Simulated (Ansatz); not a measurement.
GaH₃O: several calculations on one system

Part 1: Relaxation

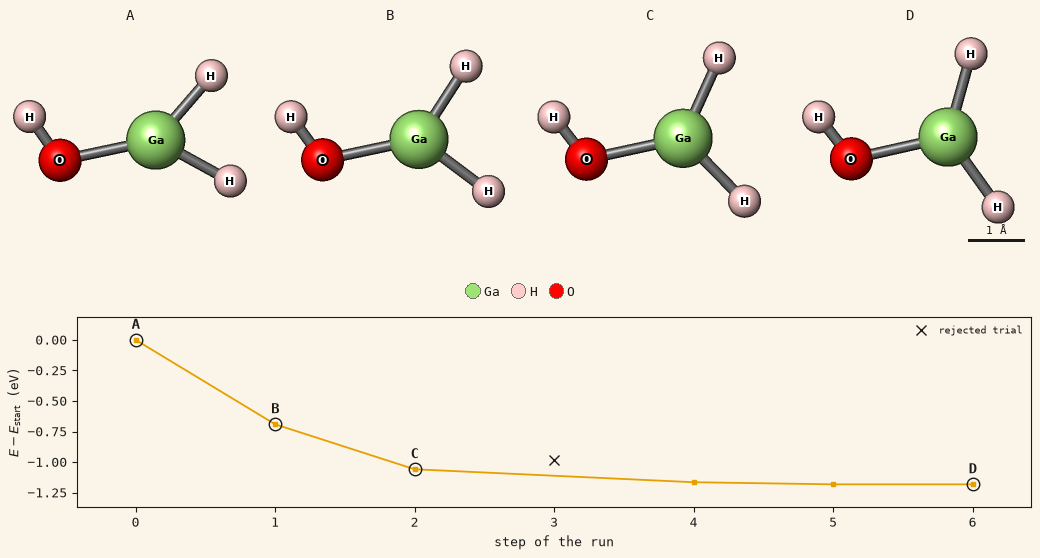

Frames of a relaxation of GaH3O, marked on the history of the run. A ball-and-stick model, seen face on.

The run prepares an end point of a later path (reaction) calculation, from a guessed geometry.

All numbers below come from RKS B3LYP-D4/def2-SVP in Ansatz 0.2.0. Set-up: no spin polarisation; force threshold 0.03 eV/Å; at most 50 steps.

Q: What happens along the run?

A: An H atom moves most after the best rigid fit: 0.54 Å. By element the largest moves are H 0.54 Å, Ga 0.23 Å, O 0.21 Å. Among the contacts that change: Ga–H 1.546 → 1.570 Å, Ga–O 1.771 → 1.794 Å. Bond angles that change, for instance: H–Ga–H 78.0° → 129.0°, H–Ga–O 139.2° → 112.9°, H–Ga–O 142.8° → 118.1°. After 5 accepted moves (6 points after the start) the energy has fallen by 1.182 eV. Largest force component: 2 eV/Å at the start, 0.0051 eV/Å at the end. The line search rejected the trial step at point 3 of the run. Cost: 6.4 s on 1 thread of Intel(R) Xeon(R) 6975P-C (Granite Rapids) (shared host), peak memory 0.13 GiB. From step 0 to 1: H atoms move most (0.20 Å), energy −0.691 eV. From step 1 to 2: H atoms move most (0.20 Å), energy −0.368 eV. From step 2 to 6: an H atom moves most (0.17 Å), energy −0.123 eV.

| step | E − E(0), eV | largest force component, eV/Å | note |
| --- | --- | --- | --- |
| 0 | 0.0000 | 2.0292 |  |
| 1 | -0.6908 | 1.0983 |  |
| 2 | -1.0588 | 0.7935 |  |
| 3 | -0.9806 | 1.4963 | rejected |
| 4 | -1.1650 | 0.1907 |  |
| 5 | -1.1822 | 0.0461 |  |
| 6 | -1.1823 | 0.0051 |  |

Part 2: Relaxation

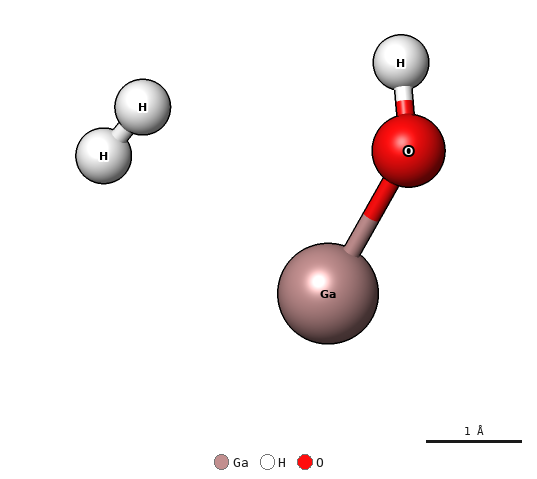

GaH$_{3}$O, before the relaxation. The picture is a ball-and-stick view, seen face on.

The run prepares an end point of a later path (reaction) calculation, from a guessed geometry.

Computed with RKS B3LYP-D4/def2-SVP in Ansatz 0.2.0.

Input file:
```yaml
crystal:
  periodic: [false, false, false]
  atoms:
    - { symbol: Ga, position_ang: [-0.242574, 1.07466, -0.939491] }
    - { symbol: H, position_ang: [0.955309, -0.524473, 0.983148] }
    - { symbol: H, position_ang: [1.532203, -0.131818, 0.817663] }
    - { symbol: O, position_ang: [-1.484986, -0.160272, -0.466229] }
    - { symbol: H, position_ang: [-1.431652, -1.104798, -0.280091] }
basis:
  gaussian: { orbitals: def2-SVP }
hamiltonian:
  xc: b3lyp
  dispersion: d4
relax:
  f_tol: 0.03
  max_steps: 50
output:
  orbitals: {}
```

Launched with:
```bash
ansatz run input.yaml --threads 1 --pin off --max-ram 2048MiB --backend cpu --events-out ev --progress --plain --runs-dir out
```

**What does the optimiser find from here?**

The largest move after the best rigid fit is that of Ga1, 1.27 Å. Largest moves by element: Ga 1.27 Å, H 0.85 Å, O 0.68 Å. Among the contacts that change: H2–H3 0.717 → 0.764 Å. Over 15 accepted moves (18 points after the start) the energy falls by 3.75 kcal/mol. Largest force component: 1.5 eV/Å at the start, 0.0057 eV/Å at the end. The line search rejected the trial steps at points 7, 12, 14 of the run. The forces were under the threshold at step 13, but the run went on from there.

The structure at the end:

```xyz
5

Ga   -1.3178    1.3011   -1.5815
H     1.0623   -0.5217    0.9343
H     1.6292   -0.7470    1.3937
O    -0.8158   -0.0229   -0.4446
H    -1.2297   -0.8562   -0.1869
```

After the run, drawn alike:

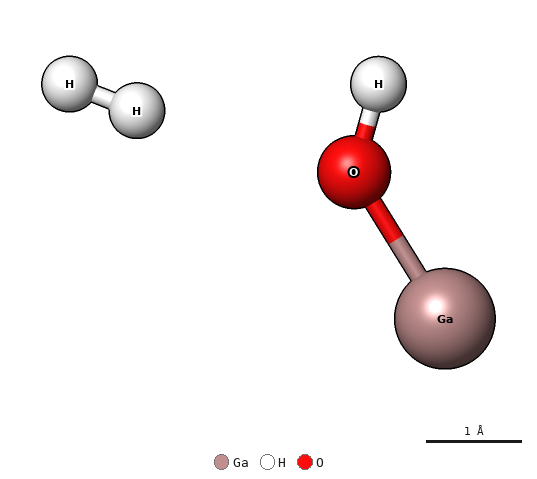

Limits of the set-up: the start holds two separate molecules, 2.8 Å apart at their closest, whose relative position is a soft coordinate.

Part 3: Path

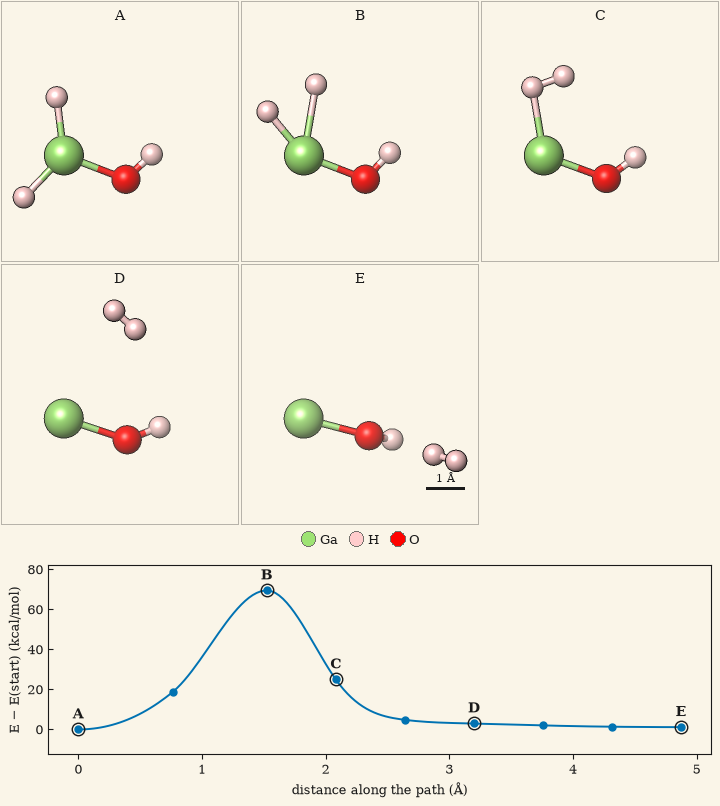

NEB run on GaH₃O. Images are numbered from 0 (start) to 8 (end). Frames A to E are images 0, 2, 3, 5, 8. A ball-and-stick model, seen face on.

All numbers below come from RKS B3LYP-D4/def2-SVP in Ansatz 0.2.0. Run with 7 movable images; climbing image; force threshold 0.03 eV/Å; iteration limit 60; starting path through a guess of the saddle point.

Q: Describe the mechanism and the energy profile.

A: Breaking: 2 Ga–H (1.56–1.57 → 3.91–4.66 Å). Forming: H–H (2.83 → 0.76 Å). The energy climbs by 69.5 kcal/mol to image 2 and then falls by 68.3 kcal/mol, so the end point sits at +1.2 kcal/mol. The band converged in 26 iterations, with a climbing image at the top. At the top, the vibrational analysis gives one imaginary mode (1426i cm⁻¹), as a transition state must have.

Cost: 2.4 min on 1 thread of Intel(R) Xeon(R) 6975P-C (Granite Rapids) (shared host), peak memory 0.14 GiB.
